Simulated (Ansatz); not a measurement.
Run report: C$_{2}$H$_{3}$FSn, molecular dynamics

- system: C$_{2}$H$_{3}$FSn, SMILES F[C]1=[CH][SnH2]1
- method: RKS PBE-d4/def2-SVP (Ansatz 0.2.0)

The geometry comes from this level: PBE0-D4/def2-TZVP. Figures and captions count atoms from 1; the log counts them from 0 in places.

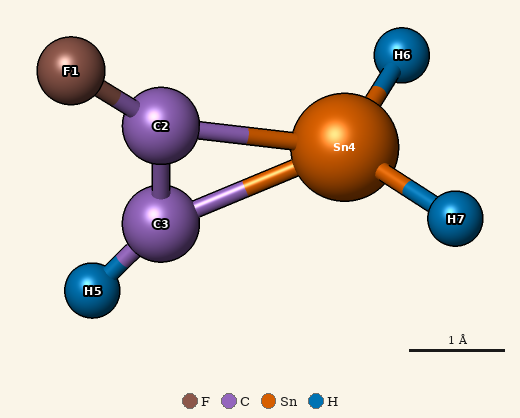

Figure 1. The starting structure (ball-and-stick view, seen at a tilt; atoms are numbered from 1 in the order of the input). Sticks mark near contacts. Bond lengths as drawn: C–C 1.32 Å, C–F 1.33 Å, C–H 1.08 Å, C–Sn 2.08 to 2.12 Å and H–Sn 1.70 Å.

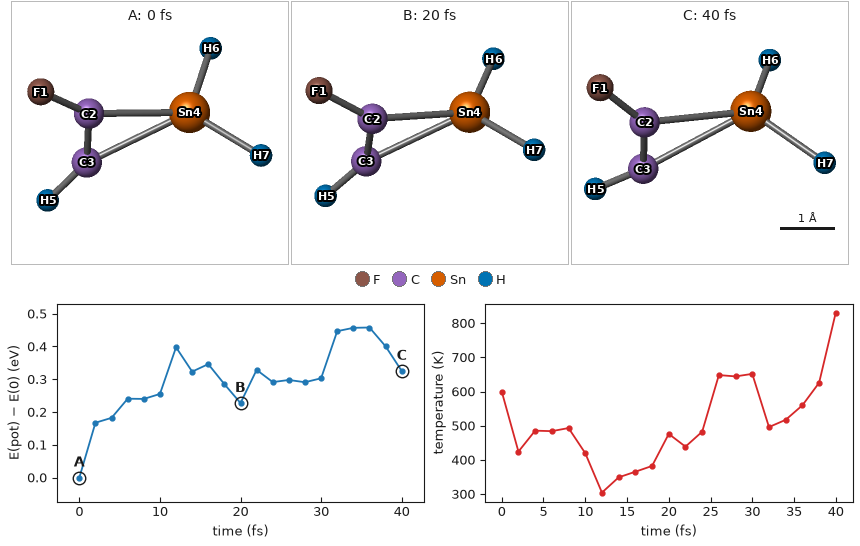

Figure 2. Frames of the molecular dynamics (ball-and-stick, seen at a tilt) above the curves, on which the letters mark them. The trajectory kept here has 21 frames over 40 fs. The temperature starts at 600 K, ranges from 304 to 831 K and averages 579 K over the second half. The potential energy ends 0.325 eV above its first value. After an unweighted best fit of the last frame on the first, the root-mean-square displacement is 0.16 Å.

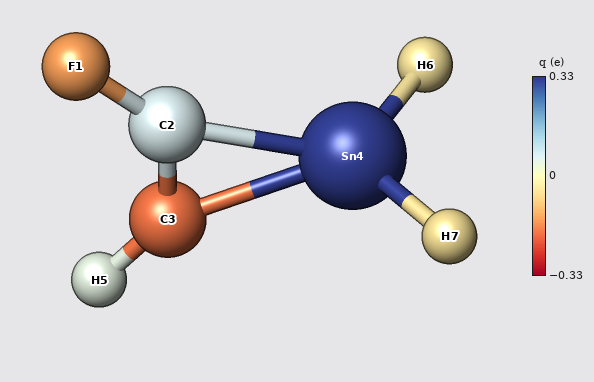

Figure 3. Mulliken charges, as the colour of each atom (ball-and-stick view, seen at a tilt; atoms are numbered from 1 in the order of the input). By element: F −0.14, C −0.19 to +0.06, Sn +0.32 and H −0.05 to +0.05 e.

These pictures come from the run below.

## Input
```yaml
crystal:
  periodic: [false, false, false]
  atoms:
    - {symbol: F, position_ang: [0.934348, -1.531265, 1.585198]}
    - {symbol: C, position_ang: [0.445675, -0.729489, 0.647623]}
    - {symbol: C, position_ang: [0.477930, -0.774924, -0.671581]}
    - {symbol: Sn, position_ang: [-0.578149, 0.950343, -0.033032]}
    - {symbol: H, position_ang: [0.885877, -1.435249, -1.427863]}
    - {symbol: H, position_ang: [-2.276831, 0.977989, -0.076911]}
    - {symbol: H, position_ang: [0.172349, 2.474693, -0.069132]}
basis:
  gaussian: {orbitals: def2-SVP}
hamiltonian: {xc: {name: PBE}, dispersion: d4}
md: {timestep: 2 fs, n_steps: 20, ensemble: nvt_langevin, temperature: 700, initial_velocities: maxwell_boltzmann, friction: 0.01, seed: 184}
```

Launch command:
```bash
ansatz run in.yaml --threads 2 --pin off --events-out ev --progress --plain --max-ram 4352MiB
```

## The program's output
```
Functional definition: PBE
  name "PBE"
  cite "Perdew, Burke & Ernzerhof, Phys. Rev. Lett. 77, 3865 (1996) doi:10.1103/PhysRevLett.77.3865"
  parent pbe
  parameter kappa = 0.804
  parameter beta = 0.06672455060314922
  exchange = pbe_x(kappa = kappa, mu = beta*pi^2/3)
  correlation = pbe_c(beta = beta)
929 factors; their error is unknown
mean field evaluation 1: about -10649.1555 eV, gradient 5.8e1 eV
mean field evaluation 2: about -10597.4750 eV, gradient 1.3e2 eV
mean field evaluation 4: about -10656.6330 eV, gradient 2.6e1 eV
mean field evaluation 8: about -10658.5488 eV, gradient 9.2e-2 eV
mean field evaluation 16: about -10658.5120 eV, gradient 1.9e-5 eV
mean field -10658.51204498 eV, -391.6930930541 hartree, gradient 1.9e-5 eV, S^2 0.000000; 0 other end points of the search recorded, 0 dependent functions left out
the calculation of the forces begins
reference -10658.51208130 eV, -391.6930943888 hartree; 23, 23 occupied and 60, 60 virtual orbitals, 929 factors
md step     0: t =     0.00 fs  T =   600.0 K  F+E_penalty+E_count = -10658.64875659 eV  E_kin = 0.542892 eV  (27 SCF iters)
these checks for a lower state are left out or cut short: starts, cluster_reference, orbital_swaps, neighbouring_geometries, increment
929 factors; their error is unknown
mean field -10658.34401743 eV, -391.6869181556 hartree, gradient 1.5e-5 eV, S^2 0.000000; 0 other end points of the search recorded, 0 dependent functions left out
[... from here on the field's lines of each further geometry are left out, up to the last ...]
md step     1: t =     2.00 fs  T =   424.2 K  F+E_penalty+E_count = -10658.48136336 eV  E_kin = 0.383839 eV  (30 SCF iters, 5 dispersion substeps)
md step     2: t =     4.00 fs  T =   485.4 K  F+E_penalty+E_count = -10658.46652744 eV  E_kin = 0.439211 eV  (30 SCF iters, 5 dispersion substeps)
md step     3: t =     6.00 fs  T =   484.0 K  F+E_penalty+E_count = -10658.40810911 eV  E_kin = 0.437919 eV  (30 SCF iters, 5 dispersion substeps)
md step     4: t =     8.00 fs  T =   493.1 K  F+E_penalty+E_count = -10658.40875638 eV  E_kin = 0.446162 eV  (30 SCF iters, 5 dispersion substeps)
md step     5: t =    10.00 fs  T =   419.6 K  F+E_penalty+E_count = -10658.39363783 eV  E_kin = 0.379641 eV  (30 SCF iters, 5 dispersion substeps)
md step     6: t =    12.00 fs  T =   304.3 K  F+E_penalty+E_count = -10658.25122544 eV  E_kin = 0.275339 eV  (31 SCF iters, 5 dispersion substeps)
md step     7: t =    14.00 fs  T =   348.8 K  F+E_penalty+E_count = -10658.32544093 eV  E_kin = 0.315636 eV  (31 SCF iters, 5 dispersion substeps)
md step     8: t =    16.00 fs  T =   365.3 K  F+E_penalty+E_count = -10658.30259583 eV  E_kin = 0.330548 eV  (30 SCF iters, 5 dispersion substeps)
md step     9: t =    18.00 fs  T =   382.2 K  F+E_penalty+E_count = -10658.36377604 eV  E_kin = 0.345826 eV  (31 SCF iters, 5 dispersion substeps)
md step    10: t =    20.00 fs  T =   475.9 K  F+E_penalty+E_count = -10658.42138389 eV  E_kin = 0.430615 eV  (30 SCF iters, 5 dispersion substeps)
md step    11: t =    22.00 fs  T =   438.7 K  F+E_penalty+E_count = -10658.32015751 eV  E_kin = 0.396920 eV  (30 SCF iters, 5 dispersion substeps)
md step    12: t =    24.00 fs  T =   482.5 K  F+E_penalty+E_count = -10658.35739997 eV  E_kin = 0.436564 eV  (30 SCF iters, 5 dispersion substeps)
md step    13: t =    26.00 fs  T =   648.1 K  F+E_penalty+E_count = -10658.35095450 eV  E_kin = 0.586378 eV  (30 SCF iters, 5 dispersion substeps)
md step    14: t =    28.00 fs  T =   644.1 K  F+E_penalty+E_count = -10658.35784617 eV  E_kin = 0.582830 eV  (30 SCF iters, 5 dispersion substeps)
md step    15: t =    30.00 fs  T =   651.6 K  F+E_penalty+E_count = -10658.34576397 eV  E_kin = 0.589542 eV  (30 SCF iters, 5 dispersion substeps)
md step    16: t =    32.00 fs  T =   496.0 K  F+E_penalty+E_count = -10658.20208769 eV  E_kin = 0.448754 eV  (31 SCF iters, 5 dispersion substeps)
md step    17: t =    34.00 fs  T =   517.1 K  F+E_penalty+E_count = -10658.19184633 eV  E_kin = 0.467921 eV  (30 SCF iters, 5 dispersion substeps)
md step    18: t =    36.00 fs  T =   559.6 K  F+E_penalty+E_count = -10658.19086939 eV  E_kin = 0.506372 eV  (31 SCF iters, 5 dispersion substeps)
md step    19: t =    38.00 fs  T =   625.4 K  F+E_penalty+E_count = -10658.24815241 eV  E_kin = 0.565890 eV  (31 SCF iters, 5 dispersion substeps)
the calculation of the forces begins
reference -10658.18910960 eV, -391.6812253979 hartree; 23, 23 occupied and 60, 60 virtual orbitals, 929 factors
929 factors; their error is unknown
mean field evaluation 192: about -10658.1890 eV, gradient 1.9e-1 eV
mean field -10658.18907456 eV, -391.6812241101 hartree, gradient 1.7e-5 eV, S^2 0.000000; 1 other end points of the search recorded, 0 dependent functions left out
the calculation of the forces begins
reference -10658.18910960 eV, -391.6812253979 hartree; 23, 23 occupied and 60, 60 virtual orbitals, 929 factors
md step    20: t =    40.00 fs  T =   831.1 K  F+E_penalty+E_count = -10658.32332492 eV  E_kin = 0.751999 eV  (30 SCF iters, 5 dispersion substeps)
Total energy: -10658.32335996 eV, -391.6861590074 hartree
Atom 0 at     1.180053    -1.493036     1.636861 Å, force    -0.195087     0.533559    -1.495924 eV/Å
Atom 1 at     0.787918    -0.724227     0.569685 Å, force    -0.839531     0.638489     0.189530 eV/Å
Atom 2 at     0.681499    -0.750260    -0.783669 Å, force    -0.329975    -0.278645     1.875750 eV/Å
Atom 3 at    -0.561514     0.942065     0.066919 Å, force     2.625793    -0.298446     0.034026 eV/Å
Atom 4 at     0.840261    -1.616795    -1.443052 Å, force     0.277551     0.128275    -0.472493 eV/Å
Atom 5 at    -2.171025     0.833960    -0.184125 Å, force    -1.367051    -0.193787    -0.122973 eV/Å
Atom 6 at     0.093545     2.576267    -0.143302 Å, force    -0.171699    -0.529444    -0.007915 eV/Å
Dipole moment:    -0.314152     0.164583    -0.086868 e Å
```

## Trajectory as extended XYZ (Å, eV, eV/Å), 21 frames, from step=0 to step=20
```
7
Properties=species:S:1:pos:R:3:forces:R:3 step=0 time_fs=0.0 energy=-10658.64876 temperature=600.0
F     0.9343   -1.5313    1.5852    0.1218  -0.2035   0.3587
C     0.4457   -0.7295    0.6476    0.1907  -0.3129   0.9688
C     0.4779   -0.7749   -0.6716    0.0301  -0.0429  -0.8145
Sn   -0.5781    0.9503   -0.0330   -0.3898   0.6344  -0.0077
H     0.8859   -1.4352   -1.4279    0.2185  -0.3563  -0.4666
H    -2.2768    0.9780   -0.0769   -0.3225  -0.0040  -0.0202
H     0.1723    2.4747   -0.0691    0.1512   0.2851  -0.0185
7
Properties=species:S:1:pos:R:3:forces:R:3 step=1 time_fs=2.0 energy=-10658.48136 temperature=424.2
F     0.9373   -1.5298    1.5656    0.3794  -0.3813   0.6029
C     0.4726   -0.7164    0.6376   -0.2451  -0.1235   1.9520
C     0.4583   -0.7724   -0.6635   -0.3619   0.9222  -0.6629
Sn   -0.5797    0.9470   -0.0300    0.3992   1.1136   0.1017
H     0.8974   -1.3903   -1.3718    0.9021  -1.5356  -1.9057
H    -2.2263    0.9838   -0.0718   -1.1155  -0.0089  -0.0449
H     0.1785    2.4923   -0.0322    0.0418   0.0134  -0.0430
7
Properties=species:S:1:pos:R:3:forces:R:3 step=2 time_fs=4.0 energy=-10658.46653 temperature=485.4
F     0.9448   -1.5308    1.5475    0.5777  -0.4949   0.8107
C     0.5001   -0.7013    0.6327   -0.4909  -0.1132   2.4918
C     0.4403   -0.7687   -0.6578    0.8693  -0.5307  -2.9758
Sn   -0.5815    0.9431   -0.0270    0.5797   1.5650   0.1769
H     0.9412   -1.4127   -1.3873   -0.1657  -0.2135  -0.3803
H    -2.2179    0.9837   -0.0791   -1.2810   0.0004  -0.0451
H     0.1918    2.5049    0.0114   -0.0890  -0.2130  -0.0782
7
Properties=species:S:1:pos:R:3:forces:R:3 step=3 time_fs=6.0 energy=-10658.40811 temperature=484.0
F     0.9556   -1.5317    1.5303    0.7871  -0.6918   1.1336
C     0.5281   -0.6852    0.6367   -0.7283  -0.1497   1.5762
C     0.4268   -0.7684   -0.6614    1.9175  -1.5527  -3.7123
Sn   -0.5831    0.9388   -0.0249    0.0107   1.8588   0.1817
H     0.9813   -1.4466   -1.4309   -1.1353   0.8876   0.9461
H    -2.2596    0.9808   -0.0977   -0.6189   0.0113  -0.0067
H     0.2130    2.5090    0.0591   -0.2327  -0.3634  -0.1186
7
Properties=species:S:1:pos:R:3:forces:R:3 step=4 time_fs=8.0 energy=-10658.40876 temperature=493.1
F     0.9681   -1.5327    1.5182    0.9779  -0.9609   1.4824
C     0.5545   -0.6702    0.6492   -1.0686  -0.1586  -0.5321
C     0.4206   -0.7718   -0.6766    2.0086  -1.2113  -1.9859
Sn   -0.5846    0.9342   -0.0230   -0.7411   1.8492   0.1229
H     0.9699   -1.4369   -1.4596   -1.1268   0.8195   1.0014
H    -2.3278    0.9823   -0.1180    0.2592   0.0126   0.0598
H     0.2304    2.4978    0.1041   -0.3093  -0.3505  -0.1485
7
Properties=species:S:1:pos:R:3:forces:R:3 step=5 time_fs=10.0 energy=-10658.39364 temperature=419.6
F     0.9822   -1.5362    1.5116    1.0081  -1.0093   1.5616
C     0.5765   -0.6555    0.6610   -1.2651  -0.3808  -2.3372
C     0.4226   -0.7767   -0.6980    1.0548   0.4177   1.2407
Sn   -0.5863    0.9299   -0.0201   -1.2307   1.6188   0.0045
H     0.9126   -1.3912   -1.4508   -0.1054  -0.4513  -0.4397
H    -2.3863    0.9893   -0.1378    0.8302  -0.0016   0.1239
H     0.2368    2.4743    0.1359   -0.2919  -0.1936  -0.1539
7
Properties=species:S:1:pos:R:3:forces:R:3 step=6 time_fs=12.0 energy=-10658.25122 temperature=304.3
F     0.9986   -1.5404    1.5099    0.8767  -0.7587   1.3456
C     0.5944   -0.6416    0.6670   -1.1996  -0.8775  -3.2181
C     0.4293   -0.7799   -0.7167    0.1689   1.8996   3.8120
Sn   -0.5884    0.9264   -0.0160   -1.3836   1.3887  -0.1205
H     0.8683   -1.3710   -1.4501    0.7687  -1.6080  -1.8322
H    -2.4113    0.9945   -0.1487    1.0230  -0.0128   0.1633
H     0.2418    2.4506    0.1597   -0.2542  -0.0313  -0.1500
7
Properties=species:S:1:pos:R:3:forces:R:3 step=7 time_fs=14.0 energy=-10658.32544 temperature=348.8
F     1.0183   -1.5440    1.5119    0.6587  -0.3424   0.9727
C     0.6080   -0.6300    0.6675   -0.9248  -1.4841  -3.1871
C     0.4337   -0.7780   -0.7228    1.2026   0.4190   2.1140
Sn   -0.5908    0.9248   -0.0120   -1.2457   1.3171  -0.1716
H     0.8629   -1.4222   -1.5209   -0.3177   0.0289   0.2520
H    -2.3952    0.9924   -0.1506    0.8704  -0.0033   0.1748
H     0.2521    2.4311    0.1872   -0.2434   0.0650  -0.1547
7
Properties=species:S:1:pos:R:3:forces:R:3 step=8 time_fs=16.0 energy=-10658.30260 temperature=365.3
F     1.0388   -1.5478    1.5169    0.4100   0.1068   0.5315
C     0.6197   -0.6239    0.6605   -0.5883  -1.9685  -2.4744
C     0.4436   -0.7739   -0.7188    1.6212  -0.6675   0.4967
Sn   -0.5933    0.9241   -0.0080   -0.7615   1.2598  -0.1499
H     0.8504   -1.4777   -1.5763   -0.8309   1.1314   1.6062
H    -2.3465    0.9826   -0.1508    0.3899   0.0159   0.1599
H     0.2650    2.4128    0.2140   -0.2404   0.1222  -0.1700
7
Properties=species:S:1:pos:R:3:forces:R:3 step=9 time_fs=18.0 energy=-10658.36378 temperature=382.2
F     1.0575   -1.5511    1.5247    0.1671   0.5327   0.0266
C     0.6323   -0.6222    0.6440   -0.2944  -2.2317  -1.1687
C     0.4599   -0.7698   -0.7115    1.3286  -0.7721  -0.2682
Sn   -0.5954    0.9245   -0.0041    0.0987   1.1543  -0.0534
H     0.8174   -1.4879   -1.5714   -0.6524   1.1283   1.5476
H    -2.2806    0.9677   -0.1540   -0.4195   0.0288   0.1113
H     0.2761    2.3966    0.2382   -0.2281   0.1598  -0.1952
7
Properties=species:S:1:pos:R:3:forces:R:3 step=10 time_fs=20.0 energy=-10658.42138 temperature=475.9
F     1.0760   -1.5510    1.5338   -0.0207   0.8327  -0.4536
C     0.6468   -0.6251    0.6205   -0.0993  -2.1709   0.5893
C     0.4780   -0.7674   -0.7046    0.5952   0.0433  -0.2627
Sn   -0.5963    0.9257   -0.0010    1.0278   1.0212   0.0950
H     0.7696   -1.4595   -1.5187   -0.0535   0.0856   0.2162
H    -2.2254    0.9611   -0.1653   -1.2482   0.0144   0.0411
H     0.2810    2.3873    0.2547   -0.2014   0.1737  -0.2254
7
Properties=species:S:1:pos:R:3:forces:R:3 step=11 time_fs=22.0 energy=-10658.32016 temperature=438.7
F     1.0964   -1.5473    1.5431   -0.1484   0.9762  -0.8482
C     0.6642   -0.6334    0.5962    0.0267  -1.8268   2.4812
C     0.4981   -0.7649   -0.7003   -0.2014   1.2588   0.0189
Sn   -0.5961    0.9269    0.0030    1.4148   0.8627   0.2096
H     0.7257   -1.4346   -1.4689    0.5534  -1.4050  -1.6185
H    -2.2097    0.9599   -0.1800   -1.4588  -0.0207   0.0111
H     0.2799    2.3870    0.2650   -0.1863   0.1548  -0.2541
7
Properties=species:S:1:pos:R:3:forces:R:3 step=12 time_fs=24.0 energy=-10658.35740 temperature=482.5
F     1.1142   -1.5408    1.5548   -0.2106   0.9786  -1.1201
C     0.6826   -0.6464    0.5783    0.1057  -1.3708   4.1761
C     0.5166   -0.7608   -0.6967   -0.1733   0.1186  -2.4644
Sn   -0.5951    0.9281    0.0086    0.9306   0.6949   0.2066
H     0.7089   -1.4689   -1.4868    0.2959  -0.4808  -0.6068
H    -2.2457    0.9619   -0.2013   -0.7589  -0.0618   0.0794
H     0.2732    2.3946    0.2690   -0.1895   0.1213  -0.2709
7
Properties=species:S:1:pos:R:3:forces:R:3 step=13 time_fs=26.0 energy=-10658.35095 temperature=648.1
F     1.1278   -1.5317    1.5691   -0.1687   0.7984  -1.2001
C     0.7063   -0.6651    0.5733   -0.0873  -0.8053   4.4796
C     0.5332   -0.7587   -0.6991   -0.0462  -1.2409  -4.0934
Sn   -0.5932    0.9299    0.0155    0.1718   0.3798   0.1057
H     0.7049   -1.5336   -1.5183    0.0325   0.8469   0.7712
H    -2.3165    0.9688   -0.2316    0.2842  -0.0933   0.2076
H     0.2638    2.4065    0.2578   -0.1864   0.1145  -0.2706
7
Properties=species:S:1:pos:R:3:forces:R:3 step=14 time_fs=28.0 energy=-10658.35785 temperature=644.1
F     1.1389   -1.5223    1.5821   -0.0245   0.4357  -1.0203
C     0.7346   -0.6850    0.5827   -0.6640  -0.1394   2.5708
C     0.5493   -0.7613   -0.7156    0.0490  -1.2997  -2.3792
Sn   -0.5908    0.9328    0.0230   -0.2375  -0.2150  -0.0328
H     0.7079   -1.5779   -1.5097    0.0341   1.0627   0.7994
H    -2.3773    0.9688   -0.2642    0.9449  -0.0961   0.3098
H     0.2423    2.4143    0.2359   -0.1020   0.2518  -0.2477
7
Properties=species:S:1:pos:R:3:forces:R:3 step=15 time_fs=30.0 energy=-10658.34576 temperature=651.6
F     1.1476   -1.5133    1.5912    0.1839  -0.0688  -0.5795
C     0.7599   -0.7026    0.5998   -1.3710   0.6175  -0.3245
C     0.5667   -0.7670   -0.7442    0.0498  -0.1184   1.2366
Sn   -0.5879    0.9358    0.0310   -0.2514  -0.8456  -0.1587
H     0.7161   -1.5836   -1.4668    0.2345   0.0836  -0.3115
H    -2.4009    0.9559   -0.2934    1.1660  -0.0666   0.3637
H     0.2167    2.4251    0.2044   -0.0118   0.3982  -0.2260
7
Properties=species:S:1:pos:R:3:forces:R:3 step=16 time_fs=32.0 energy=-10658.20209 temperature=496.0
F     1.1559   -1.5066    1.5983    0.3626  -0.5286  -0.0931
C     0.7775   -0.7171    0.6155   -1.8462   1.2820  -2.6093
C     0.5851   -0.7699   -0.7726   -0.0618   1.1210   4.1056
Sn   -0.5844    0.9386    0.0392    0.0058  -1.2076  -0.2297
H     0.7246   -1.5873   -1.4356    0.4400  -1.0185  -1.3258
H    -2.3906    0.9359   -0.3032    1.1062  -0.0278   0.3655
H     0.1995    2.4464    0.1555   -0.0066   0.3795  -0.2132
7
Properties=species:S:1:pos:R:3:forces:R:3 step=17 time_fs=34.0 energy=-10658.19185 temperature=517.1
F     1.1642   -1.5024    1.6075    0.3967  -0.6596   0.0630
C     0.7887   -0.7262    0.6224   -1.9446   1.5577  -3.5303
C     0.6038   -0.7646   -0.7883    0.1477  -0.1945   3.8195
Sn   -0.5802    0.9411    0.0466    0.4674  -1.2240  -0.2145
H     0.7439   -1.6390   -1.4572    0.2191   0.3118  -0.2532
H    -2.3488    0.9100   -0.2914    0.7786  -0.0030   0.3046
H     0.1858    2.4764    0.0868   -0.0649   0.2118  -0.1891
7
Properties=species:S:1:pos:R:3:forces:R:3 step=18 time_fs=36.0 energy=-10658.19087 temperature=559.6
F     1.1714   -1.4983    1.6188    0.2605  -0.3973  -0.2515
C     0.7940   -0.7291    0.6158   -1.7119   1.3823  -3.1477
C     0.6260   -0.7565   -0.7913    0.2491  -1.5239   2.7558
Sn   -0.5753    0.9423    0.0537    1.2216  -0.9646  -0.1269
H     0.7702   -1.6870   -1.4892    0.0272   1.5886   0.7442
H    -2.2805    0.8778   -0.2614    0.1046  -0.0180   0.1697
H     0.1679    2.5125    0.0116   -0.1511  -0.0672  -0.1435
7
Properties=species:S:1:pos:R:3:forces:R:3 step=19 time_fs=38.0 energy=-10658.24815 temperature=625.4
F     1.1767   -1.4948    1.6291    0.0327   0.0706  -0.8576
C     0.7927   -0.7277    0.5967   -1.2924   0.9903  -1.7944
C     0.6523   -0.7519   -0.7884    0.0945  -1.6296   2.0014
Sn   -0.5695    0.9421    0.0605    2.1431  -0.6104  -0.0131
H     0.8028   -1.6819   -1.4871    0.0227   1.6159   0.7525
H    -2.2101    0.8544   -0.2205   -0.8108  -0.1001  -0.0089
H     0.1365    2.5480   -0.0625   -0.1898  -0.3366  -0.0799
7
Properties=species:S:1:pos:R:3:forces:R:3 step=20 time_fs=40.0 energy=-10658.32332 temperature=831.1
F     1.1801   -1.4930    1.6369   -0.1951   0.5336  -1.4959
C     0.7879   -0.7242    0.5697   -0.8395   0.6385   0.1895
C     0.6815   -0.7503   -0.7837   -0.3300  -0.2786   1.8758
Sn   -0.5615    0.9421    0.0669    2.6258  -0.2984   0.0340
H     0.8403   -1.6168   -1.4431    0.2776   0.1283  -0.4725
H    -2.1710    0.8340   -0.1841   -1.3671  -0.1938  -0.1230
H     0.0935    2.5763   -0.1433   -0.1717  -0.5294  -0.0079
```

## Summary

| quantity | value |
| --- | --- |
| outcome | finished |
| mean temperature over the second half | 579 K |
| trajectory | 20 steps, 40 fs |
| ensemble | nvt_langevin |
| temperature in the input | 700 K |
| time step | 2 fs |
| potential energy (last step) | −10658.3234 eV |
| mean-field energy (last step) | −10658.1891 eV |
| dispersion energy (last step) | −0.1343 eV |
| SCF solution under orbital rotations (last step) | stable |
| largest force (length of the vector) (last step) | 2.643 eV/Å |
| dipole moment (last step) | 1.75 D |
| hardware | 2 threads of Arm Neoverse V2, 23 GiB of memory available, shared host |
| wall time | 21 s (CPU time 40 s) |
| peak memory | 0.36 GiB |

## Notes

So short a trajectory is not equilibrated. The logged temperature at the start can lie below the typed one, since it is counted over all degrees of freedom.
